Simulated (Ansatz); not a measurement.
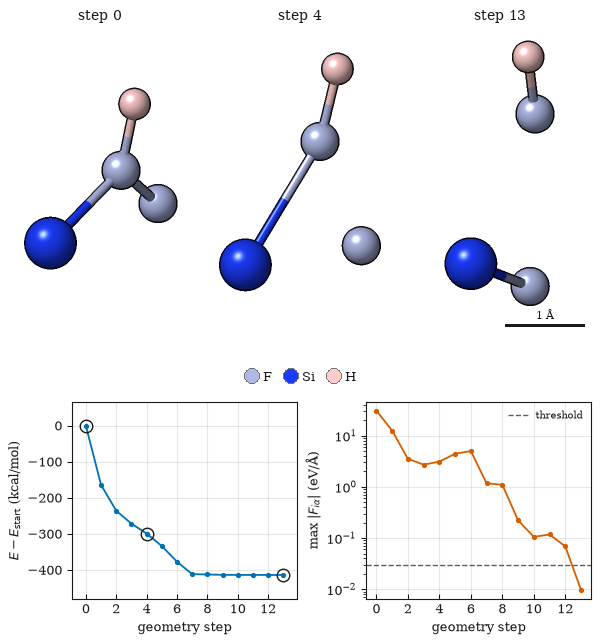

Frames of a relaxation of SiHF2 (charge +1), marked on the history of the run. A ball-and-stick model, seen from a free direction.

It is one of the separated reactants of a reaction.

Method: Ansatz, RKS PBE-D4/def2-SVP. (force threshold 0.03 eV/Å; at most 250 steps)

What happens along the run?

Answer. After 13 geometry steps the energy has fallen by 413.7 kcal/mol. The largest force component goes from 31 to 0.0097 eV/Å. An F atom moves most after the best rigid fit: 1.13 Å. By element the largest moves are F 1.13 Å, H 0.80 Å, Si 0.69 Å. Some distances before and after: F–F 1.200 → 2.583 Å, F–Si 2.338 → 1.598 Å, H–Si 2.143 → 2.803 Å, F–Si 1.525 → 2.083 Å. New bonds form, among them: F–Si (2.34 → 1.60 Å). Bonds break, among them: F–F (1.20 → 2.58 Å), F–Si (1.53 → 2.08 Å). Cost: 8 s on 2 threads of Arm Neoverse V1, with other jobs on the host. From step 0 to 4: an F atom moves most (0.68 Å), energy −299.0 kcal/mol. From step 4 to 13: F and Si atoms move most (0.64 Å), energy −114.7 kcal/mol.

```csv
step,"E − E(0), kcal/mol","largest force component, eV/Å"
0,0.00,30.7759
1,-164.14,12.5831
2,-235.78,3.5361
3,-271.58,2.7170
4,-298.99,3.1172
5,-333.62,4.4281
6,-377.12,5.0157
7,-411.50,1.1766
8,-412.47,1.0995
9,-413.41,0.2232
10,-413.61,0.1057
11,-413.65,0.1177
12,-413.70,0.0688
13,-413.71,0.0097
```
